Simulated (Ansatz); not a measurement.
# CH9BSi3: from a rough start to a stationary point

The task is to find a stationary geometry of CH9BSi3, then compute its harmonic vibrations to see whether it is a minimum and to get the zero-point energy and entropy, and look at its orbitals and charge.

Computed with Ansatz 0.2.0, Gaussian basis. Level: RKS PBE0-D4/def2-TZVP.

Levels to be run: relaxation at PBE-D4/def2-SVP; relaxation at PBE0-D4/def2-TZVP; harmonic vibrations at the same level; a single point in def2-TZVPP for the fields.

## (1) Starting geometry

SMILES `[SiH3][SiH2]B1C[SiH2]1`, 14 atoms, charge 0, spin multiplicity 1.

Atoms are counted from 1 here; the program's logs count them from 0.

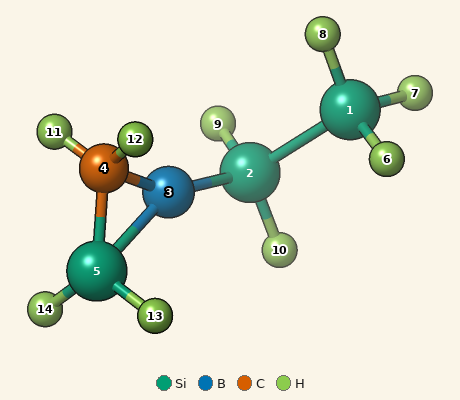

As it starts; silicon teal, boron blue, carbon orange, hydrogen green; atoms are numbered from 1 in the order of the file.

The start is a force-field geometry with small random shifts, so a cheaper pass at PBE-D4/def2-SVP comes first.

## (2) Geometry optimisation, PBE-D4/def2-SVP (cheap first pass)

in.yaml

```yaml
crystal:
  periodic: [false, false, false]
  atoms:
    - {symbol: Si, position_ang: [-2.042400, 1.175500, 0.981800]}
    - {symbol: Si, position_ang: [-0.514300, 1.264800, -0.606100]}
    - {symbol: B, position_ang: [0.553300, -0.318300, -0.450600]}
    - {symbol: C, position_ang: [0.830800, -1.875600, -0.433100]}
    - {symbol: Si, position_ang: [2.386000, -1.241400, -0.142700]}
    - {symbol: H, position_ang: [-1.455200, 1.204800, 2.294100]}
    - {symbol: H, position_ang: [-2.907100, 2.421700, 0.858400]}
    - {symbol: H, position_ang: [-2.878000, 0.033700, 0.787000]}
    - {symbol: H, position_ang: [-1.135100, 1.309100, -1.891900]}
    - {symbol: H, position_ang: [0.328700, 2.464800, -0.405300]}
    - {symbol: H, position_ang: [0.603200, -2.345300, -1.407800]}
    - {symbol: H, position_ang: [0.293700, -2.365000, 0.459700]}
    - {symbol: H, position_ang: [2.720500, -0.891400, 1.242400]}
    - {symbol: H, position_ang: [3.203000, -0.866500, -1.257100]}
basis:
  gaussian: {orbitals: def2-SVP}
hamiltonian: {xc: pbe, dispersion: d4}
relax: {f_tol: 0.03, max_steps: 200}
```

The run is started by

```console
$ ansatz run in.yaml --threads 4 --pin off --events-out ev --progress --plain --max-ram 10444MiB
```

Log, cut to the lines that bear on the results:

```text
Functional definition: PBE
  name "PBE"
  cite "Perdew, Burke & Ernzerhof, Phys. Rev. Lett. 77, 3865 (1996) doi:10.1103/PhysRevLett.77.3865"
  parent pbe
[...]
1422 factors; their error is unknown
[...]
mean field -25465.24135762 eV, -935.8303589322 hartree, gradient 4.1e-5 eV, S^2 0.000000; 1 other end points of the search recorded, 0 dependent functions left out
[...]
reference -25465.24140172 eV, -935.8303605526 hartree; 31, 31 occupied and 96, 96 virtual orbitals, 1422 factors
relax step   1: F+E_penalty+E_count = -25465.58977335 eV  Δ(F+E_penalty+E_count) = +0.000e0 eV  max|allowed force component| = 5.325e0 eV/Å  Δτ_max = 0.0000 Å  (41 SCF iters, accepted)
[...]
relax step   7: F+E_penalty+E_count = -25466.91101329 eV  Δ(F+E_penalty+E_count) = -3.017e-2 eV  max|allowed force component| = 3.080e-1 eV/Å  Δτ_max = 0.1004 Å  (29 SCF iters, accepted)
[...]
relax step  13: F+E_penalty+E_count = -25467.03241794 eV  Δ(F+E_penalty+E_count) = -1.270e-2 eV  max|allowed force component| = 4.116e-1 eV/Å  Δτ_max = 0.1422 Å  (29 SCF iters, accepted)
[...]
relax step  19: F+E_penalty+E_count = -25467.05509037 eV  Δ(F+E_penalty+E_count) = -7.815e-4 eV  max|allowed force component| = 3.276e-2 eV/Å  Δτ_max = 0.0157 Å  (32 SCF iters, accepted)
[...]
reference -25466.71501240 eV, -935.8845147462 hartree; 31, 31 occupied and 96, 96 virtual orbitals, 1422 factors
Total energy: -25467.05695523 eV, -935.8970809137 hartree
Atom 0 at    -2.119231     1.472559     1.083602 Å, force     0.005074    -0.006180     0.007140 eV/Å
Atom 1 at    -0.606536     1.066217    -0.684546 Å, force    -0.008997    -0.002672     0.004102 eV/Å
Atom 2 at     0.463792    -0.522247    -0.155365 Å, force    -0.000705     0.013100    -0.003097 eV/Å
Atom 3 at     0.731856    -1.882142    -0.720572 Å, force     0.003603    -0.018917    -0.000034 eV/Å
Atom 4 at     2.316451    -0.888725     0.208796 Å, force     0.005409    -0.000367    -0.016289 eV/Å
Atom 5 at    -1.368765     1.715235     2.367567 Å, force    -0.007829    -0.002086    -0.011759 eV/Å
Atom 6 at    -2.971461     2.680241     0.790673 Å, force     0.001707    -0.004218     0.001627 eV/Å
Atom 7 at    -3.026266     0.284946     1.280553 Å, force     0.010580     0.012555    -0.002257 eV/Å
Atom 8 at    -1.417307     0.876077    -1.945719 Å, force     0.003709     0.000732     0.003539 eV/Å
Atom 9 at     0.233963     2.309542    -0.844059 Å, force    -0.002252    -0.001651     0.000457 eV/Å
Atom 10 at     0.416180    -2.179014    -1.740635 Å, force     0.016872     0.006554     0.026492 eV/Å
Atom 11 at     1.039244    -2.769808    -0.129445 Å, force    -0.008656     0.007777    -0.019007 eV/Å
Atom 12 at     2.867258    -2.001552     1.050071 Å, force    -0.002413     0.005423    -0.000615 eV/Å
Atom 13 at     3.427921    -0.190430    -0.532121 Å, force    -0.016102    -0.010050     0.009701 eV/Å
Dipole moment:     0.226200    -0.245788    -0.031873 e Å
```

Run time: 41 s. Hardware: 4 threads of Arm Neoverse V1, shared host.

Step by step:

| step | energy from step 1 (eV) | largest force component (eV/Å) |
| --- | --- | --- |
| 1 | 0.0000 | 5.3248 |
| 2 | -0.9066 | 2.3967 |
| 3 | -1.1946 | 1.1080 |
| 4 | -1.2531 | 0.3809 |
| 5 | -1.2716 | 0.1477 |
| 6 | -1.2911 | 0.4534 |
| 7 | -1.3212 | 0.3080 |
| 8 | -1.3418 | 0.5125 |
| 9 | -1.3707 | 0.3432 |
| 10 | -1.3959 | 0.3406 |
| 11 | -1.4169 | 0.4152 |
| 12 | -1.4299 | 0.4670 |
| 13 | -1.4426 | 0.4116 |
| 14 | -1.4529 | 0.1438 |
| 15 | -1.4586 | 0.1176 |
| 16 | -1.4617 | 0.0896 |
| 17 | -1.4631 | 0.0974 |
| 18 | -1.4645 | 0.0624 |
| 19 | -1.4653 | 0.0328 |
| 20 | -1.4658 | 0.0583 |
| 21 | -1.4661 | 0.0645 |
| 22 | -1.4665 | 0.0451 |
| 23 | -1.4670 | 0.0454 |
| 24 | -1.4671 | 0.0340 |
| 25 | -1.4671 | 0.0265 |

Close pairs (by a distance rule), those that changed most:

| bond | before (Å) | after (Å) | change (Å) |
| --- | --- | --- | --- |
| C4–Si5 | 1.704 | 2.088 | +0.384 |
| Si1–Si2 | 2.206 | 2.362 | +0.157 |
| B3–Si5 | 2.075 | 1.923 | -0.152 |
| B3–C4 | 1.582 | 1.497 | -0.085 |
| Si2–H9 | 1.429 | 1.511 | +0.083 |
| Si1–H8 | 1.428 | 1.507 | +0.079 |
| Si5–H14 | 1.432 | 1.507 | +0.076 |
| Si2–B3 | 1.916 | 1.987 | +0.071 |

## (3) Optimising with PBE0-D4/def2-TZVP

in.yaml

```yaml
crystal:
  periodic: [false, false, false]
  atoms:
    - {symbol: Si, position_ang: [-2.119231, 1.472559, 1.083602]}
    - {symbol: Si, position_ang: [-0.606536, 1.066217, -0.684546]}
    - {symbol: B, position_ang: [0.463792, -0.522247, -0.155365]}
    - {symbol: C, position_ang: [0.731856, -1.882142, -0.720572]}
    - {symbol: Si, position_ang: [2.316451, -0.888725, 0.208796]}
    - {symbol: H, position_ang: [-1.368765, 1.715235, 2.367567]}
    - {symbol: H, position_ang: [-2.971461, 2.680241, 0.790673]}
    - {symbol: H, position_ang: [-3.026266, 0.284946, 1.280553]}
    - {symbol: H, position_ang: [-1.417307, 0.876077, -1.945719]}
    - {symbol: H, position_ang: [0.233963, 2.309542, -0.844059]}
    - {symbol: H, position_ang: [0.416180, -2.179014, -1.740635]}
    - {symbol: H, position_ang: [1.039244, -2.769808, -0.129445]}
    - {symbol: H, position_ang: [2.867258, -2.001552, 1.050071]}
    - {symbol: H, position_ang: [3.427921, -0.190430, -0.532121]}
basis:
  gaussian: {orbitals: def2-TZVP}
hamiltonian: {xc: pbe0, dispersion: d4}
relax: {f_tol: 0.005, max_steps: 150}
```

Same command.

Log, cut to the lines that bear on the results:

```text
Functional definition: PBE0
  name "PBE0"
  cite "Adamo & Barone, J. Chem. Phys. 110, 6158 (1999) doi:10.1063/1.478522"
  cite "Perdew, Burke & Ernzerhof, Phys. Rev. Lett. 77, 3865 (1996) doi:10.1103/PhysRevLett.77.3865"
  parent pbe
[...]
1549 factors; their error is unknown
[...]
mean field -25479.65064110 eV, -936.3598903327 hartree, gradient 2.3e-5 eV, S^2 0.000000; 0 other end points of the search recorded, 0 dependent functions left out
[...]
reference -25479.65068521 eV, -936.3598919539 hartree; 31, 31 occupied and 196, 196 virtual orbitals, 1549 factors
relax step   1: F+E_penalty+E_count = -25479.94527741 eV  Δ(F+E_penalty+E_count) = +0.000e0 eV  max|allowed force component| = 5.766e-1 eV/Å  Δτ_max = 0.0000 Å  (29 SCF iters, accepted)
[...]
Atom 4 at     2.299353    -0.920609     0.184480 Å, force    -0.001530    -0.001426     0.000848 eV/Å
Atom 5 at    -1.354058     1.720270     2.344620 Å, force     0.000088     0.000729    -0.000072 eV/Å
Atom 6 at    -2.960615     2.648862     0.797829 Å, force    -0.000565    -0.000379     0.000040 eV/Å
Atom 7 at    -2.989903     0.287096     1.298366 Å, force     0.000731    -0.000256     0.000531 eV/Å
Atom 8 at    -1.420731     0.850694    -1.924775 Å, force     0.000371    -0.000087     0.000314 eV/Å
Atom 9 at     0.209985     2.286324    -0.862978 Å, force     0.000513    -0.000015     0.000650 eV/Å
Atom 10 at     0.453048    -2.138702    -1.741111 Å, force    -0.000824    -0.000073     0.000127 eV/Å
Atom 11 at     1.021006    -2.727596    -0.143058 Å, force    -0.000017    -0.001416     0.000279 eV/Å
Atom 12 at     2.806766    -1.980472     1.083948 Å, force     0.001262    -0.000506    -0.000346 eV/Å
Atom 13 at     3.417231    -0.231188    -0.510864 Å, force    -0.000308     0.000240     0.000405 eV/Å
Dipole moment:     0.210908    -0.233602    -0.029537 e Å
```

Run time: 53 s. Hardware: 4 threads of Arm Neoverse V1, shared host.

Step by step:

| step | energy from step 1 (eV) | largest force component (eV/Å) |
| --- | --- | --- |
| 1 | 0.0000 | 0.5766 |
| 2 | -0.0439 | 0.1751 |
| 3 | -0.0503 | 0.0751 |
| 4 | -0.0507 | 0.0820 |
| 5 | -0.0517 | 0.0768 |
| 6 | -0.0522 | 0.0382 |
| 7 | -0.0522 | 0.0383 |
| 8 | -0.0525 | 0.0058 |
| 9 | -0.0525 | 0.0037 |

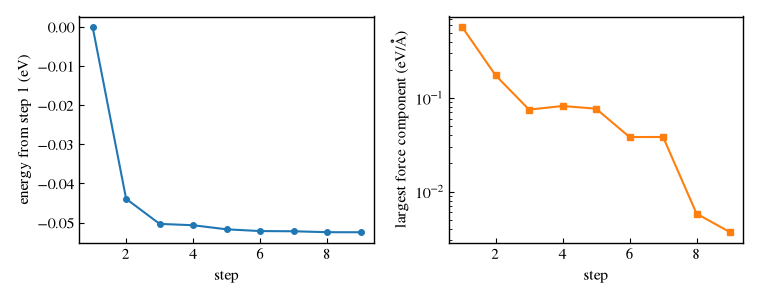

Energy and largest force along the relaxation.

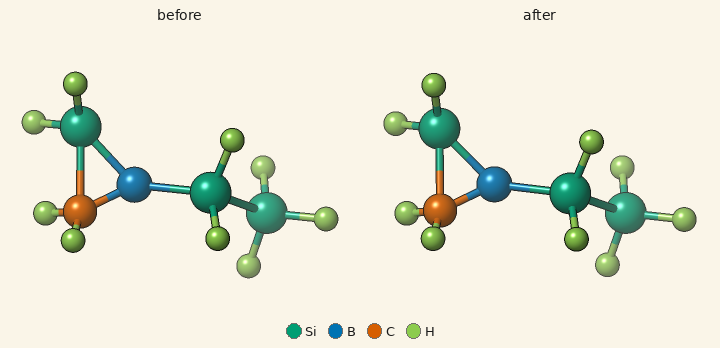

The geometry before (left) and after (right).

Distances of close pairs at the start and the end, largest changes first:

| bond | before (Å) | after (Å) | change (Å) |
| --- | --- | --- | --- |
| C4–Si5 | 2.088 | 2.022 | -0.066 |
| Si5–H14 | 1.507 | 1.486 | -0.021 |
| Si5–H13 | 1.500 | 1.480 | -0.020 |
| C4–H11 | 1.108 | 1.089 | -0.020 |
| Si1–H8 | 1.507 | 1.488 | -0.019 |
| Si1–H6 | 1.507 | 1.488 | -0.019 |
| Si2–H9 | 1.511 | 1.493 | -0.019 |
| Si2–H10 | 1.509 | 1.491 | -0.019 |

Mulliken charges at the end point, from the run's report:

Si1 0.00; Si2 -0.01; B3 0.10; C4 -0.36; Si5 0.01; H6 -0.01; H7 -0.01; H8 -0.01; H9 -0.02; H10 -0.01; H11 0.15; H12 0.18; H13 0.01; H14 0.00

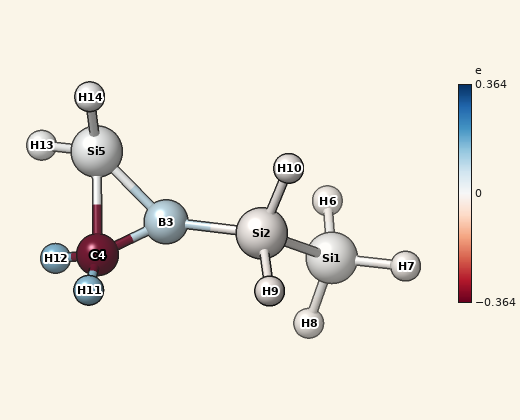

Mulliken charges at the end point, from the run's report, as colours on the atoms.

## (4) Force constants and modes

in.yaml

```yaml
crystal:
  periodic: [false, false, false]
  atoms:
    - {symbol: Si, position_ang: [-2.105546, 1.465197, 1.086024]}
    - {symbol: Si, position_ang: [-0.619765, 1.061034, -0.683007]}
    - {symbol: B, position_ang: [0.473649, -0.502652, -0.163445]}
    - {symbol: C, position_ang: [0.756680, -1.847358, -0.737229]}
    - {symbol: Si, position_ang: [2.299353, -0.920609, 0.184480]}
    - {symbol: H, position_ang: [-1.354058, 1.720270, 2.344620]}
    - {symbol: H, position_ang: [-2.960615, 2.648862, 0.797829]}
    - {symbol: H, position_ang: [-2.989903, 0.287096, 1.298366]}
    - {symbol: H, position_ang: [-1.420731, 0.850694, -1.924775]}
    - {symbol: H, position_ang: [0.209985, 2.286324, -0.862978]}
    - {symbol: H, position_ang: [0.453048, -2.138702, -1.741111]}
    - {symbol: H, position_ang: [1.021006, -2.727596, -0.143058]}
    - {symbol: H, position_ang: [2.806766, -1.980472, 1.083948]}
    - {symbol: H, position_ang: [3.417231, -0.231188, -0.510864]}
basis:
  gaussian: {orbitals: def2-TZVP}
hamiltonian: {xc: pbe0, dispersion: d4}
phonons: {temperatures: {t_min: 298.15, t_max: 900, t_step: 200}}
```

Launched as before.

Log, cut to the lines that bear on the results:

```text
Functional definition: PBE0
  name "PBE0"
  cite "Adamo & Barone, J. Chem. Phys. 110, 6158 (1999) doi:10.1063/1.478522"
  cite "Perdew, Burke & Ernzerhof, Phys. Rev. Lett. 77, 3865 (1996) doi:10.1103/PhysRevLett.77.3865"
  parent pbe
[...]
1549 factors; their error is unknown
[...]
mean field -25479.70222226 eV, -936.3617859055 hartree, gradient 2.1e-5 eV, S^2 0.000000; 0 other end points of the search recorded, 0 dependent functions left out
[...]
reference -25479.70226656 eV, -936.3617875335 hartree; 31, 31 occupied and 196, 196 virtual orbitals, 1549 factors
[...]
1549 factors; their error is unknown
mean field -25479.70209686 eV, -936.3617812971 hartree, gradient 1.7e-6 eV, S^2 0.000000; 0 other end points of the search recorded, 0 dependent functions left out
[...]
reference -25479.70214115 eV, -936.3617829249 hartree; 31, 31 occupied and 196, 196 virtual orbitals, 1549 factors
[...]
Atom 7 at    -2.989903     0.287096     1.298366 Å, force     0.000728    -0.000262     0.000543 eV/Å
Atom 8 at    -1.420731     0.850694    -1.924775 Å, force     0.000357    -0.000055     0.000313 eV/Å
Atom 9 at     0.209985     2.286324    -0.862978 Å, force     0.000520    -0.000023     0.000655 eV/Å
Atom 10 at     0.453048    -2.138702    -1.741111 Å, force    -0.000821    -0.000079     0.000127 eV/Å
Atom 11 at     1.021006    -2.727596    -0.143058 Å, force    -0.000032    -0.001422     0.000296 eV/Å
Atom 12 at     2.806766    -1.980472     1.083948 Å, force     0.001250    -0.000512    -0.000370 eV/Å
Atom 13 at     3.417231    -0.231188    -0.510864 Å, force    -0.000327     0.000257     0.000392 eV/Å
Dipole moment:     0.210910    -0.233603    -0.029537 e Å
Vibrations: 34.78 65.85 87.26 140.38 200.40 340.38 360.42 398.82 443.79 476.65 540.77 561.37 576.20 621.55 669.00 679.38 701.71 735.89 865.04 874.04 921.91 931.74 939.47 944.25 962.01 1235.80 1428.26 2188.21 2201.14 2212.04 2221.64 2222.53 2224.54 2258.14 3090.18 3156.40 cm⁻¹, zero-point [...]
```

Wall time 4.5 min (4 threads of Arm Neoverse V1, shared host).

Motions are named by where the mode's potential energy lies. Wavenumbers, unscaled:

| mode | cm⁻¹ | motion |
| --- | --- | --- |
| 1 | 35 | torsion |
| 2 | 66 | bend with torsion |
| 3 | 87 | torsion |
| 4 | 140 | bend |
| 5 | 200 | bend |
| 6 | 340 | bend with torsion |
| 7 | 360 | bend with torsion |
| 8 | 399 | Si–Si and Si–B stretch |
| 9 | 444 | Si–Si stretch |
| 10 | 477 | bend |
| 11 | 541 | bend with torsion |
| 12 | 561 | bend |
| 13 | 576 | bend with torsion |
| 14 | 622 | bend |
| 15 | 669 | bend |
| 16 | 679 | bend |
| 17 | 702 | bend with wag or twist |
| 18 | 736 | bend |
| 19 | 865 | bend |
| 20 | 874 | bend |
| 21 | 922 | bend with wag or twist |
| 22 | 932 | bend |
| 23 | 939 | bend with wag or twist |
| 24 | 944 | bend with wag or twist |
| 25 | 962 | bend |
| 26 | 1236 | B–C stretch with bend |
| 27 | 1428 | bend |
| 28 | 2188 | Si–H stretch |
| 29 | 2201 | Si–H stretch |
| 30 | 2212 | Si–H stretch |
| 31 | 2222 | Si–H stretch |
| 32 | 2223 | Si–H stretch |
| 33 | 2225 | Si–H stretch |
| 34 | 2258 | Si–H stretch |
| 35 | 3090 | C–H stretch |
| 36 | 3156 | C–H stretch |

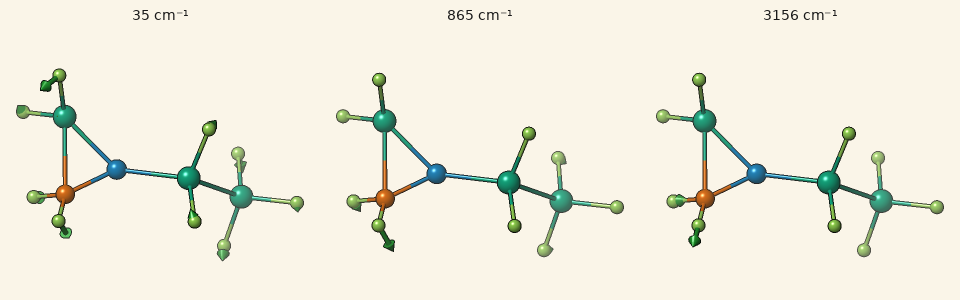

How the atoms move in 3 of the modes.

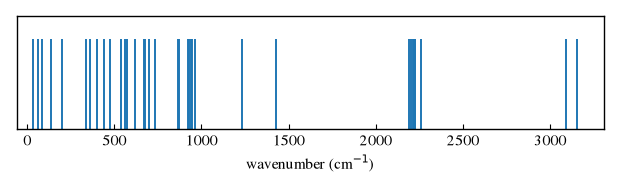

The harmonic wavenumbers as sticks (no intensities were computed).

From these modes and the moments of inertia (298.15 K, 1 bar, symmetry number 1):

| term | value |
| --- | --- |
| zero-point energy | 230.4 kJ/mol |
| H(298) − E | 257.9 kJ/mol |
| entropy, translation | 168.2 J/(mol K) |
| entropy, rotation | 120.2 J/(mol K) |
| entropy, vibration | 115.0 J/(mol K) |
| entropy, total | 403.4 J/(mol K) |

## (5) Fields at the relaxed geometry

in.yaml: that of step 4 with these lines changed.

```diff
@@ -18,4 +18,4 @@
 basis:
-  gaussian: {orbitals: def2-TZVP}
+  gaussian: {orbitals: def2-TZVPP}
 hamiltonian: {xc: pbe0, dispersion: d4}
-phonons: {temperatures: {t_min: 298.15, t_max: 900, t_step: 200}}
+output: {orbitals: {seedname: orbitals}}
```

Same command.

Log:

```text
Functional definition: PBE0
  name "PBE0"
  cite "Adamo & Barone, J. Chem. Phys. 110, 6158 (1999) doi:10.1063/1.478522"
  cite "Perdew, Burke & Ernzerhof, Phys. Rev. Lett. 77, 3865 (1996) doi:10.1103/PhysRevLett.77.3865"
  parent pbe
  parameter a = 0.25
  parameter kappa = 0.804
  parameter beta = 0.06672455060314922
  exchange = (1 - a)*pbe_x(kappa = kappa, mu = beta*pi^2/3) + a*exact_x
  correlation = pbe_c(beta = beta)
1753 factors; their error is unknown
mean field evaluation 1: about -25471.8632 eV, gradient 5.5e1 eV
mean field evaluation 2: about -25459.6204 eV, gradient 8.0e1 eV
mean field evaluation 4: about -25479.6470 eV, gradient 4.5e0 eV
mean field evaluation 8: about -25479.7089 eV, gradient 7.4e-2 eV
mean field evaluation 16: about -25479.7549 eV, gradient 4.7e-5 eV
mean field -25479.75488866 eV, -936.3637213600 hartree, gradient 4.7e-5 eV, S^2 0.000000; 0 other end points of the search recorded, 0 dependent functions left out
reference -25479.75493261 eV, -936.3637229751 hartree; 31, 31 occupied and 283, 283 virtual orbitals, 1753 factors
Total energy: -25480.05046771 eV, -936.3745836898 hartree
```

Wall time 7.5 s (4 threads of Arm Neoverse V1, shared host); peak memory 1 GiB.

Orbitals, density, ELF and potential are computed afterwards from the orbital file.

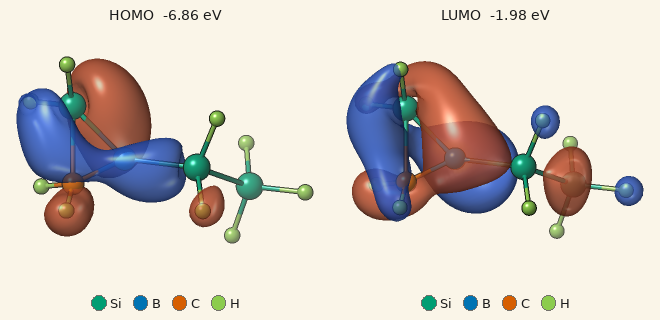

PBE0-D4/def2-TZVPP orbitals near the gap, drawn at the value that encloses 70 % of each; the two colours are the two signs.

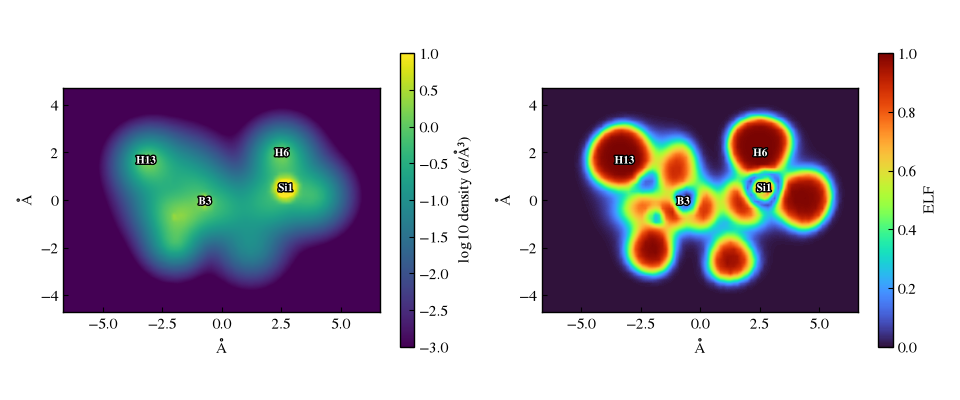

Density (left) and ELF (right) in a plane through or near 4 of the atoms.

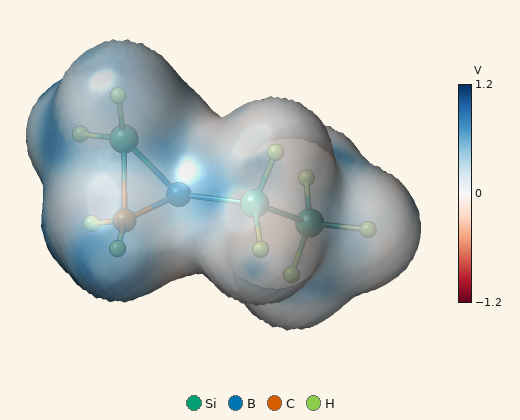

Electrostatic potential on the surface of density 0.002 e/bohr³; red is low, blue high. It runs from -0.33 V near B3 to 1.20 V near Si5.

## (6) What came out

| quantity | value |
| --- | --- |
| point group | C1 |
| steps | 25 + 9 |
| shift from the start (rms) | 0.612 Å |
| total energy | -25479.9978 eV |
| dispersion term | -296 meV |
| dipole moment | 1.52 D |
| lowest, highest wavenumber | 35, 3156 cm⁻¹ |
| zero-point energy | 230.4 kJ/mol |
| entropy at 298.15 K | 403.4 J/(mol K) |
| HOMO, LUMO | -6.86, -1.98 eV |

**Reading.** The atoms moved 0.61 Å (rms) from the start; the bond that changed most is C4–Si5, from 1.704 to 2.022 Å. All wavenumbers are real, so the end point is a minimum. The stiffest mode, 3156 cm⁻¹, is a C–H stretch, and 4 modes under 200 cm⁻¹ make the vibrational entropy uncertain. Harmonic hybrid wavenumbers usually lie a few per cent above measured fundamentals. The largest Mulliken charge, -0.36 e, sits on C4. The HOMO lies mostly on B3 29 %; Si5 29 % and the LUMO on B3 46 %; Si5 11 %.
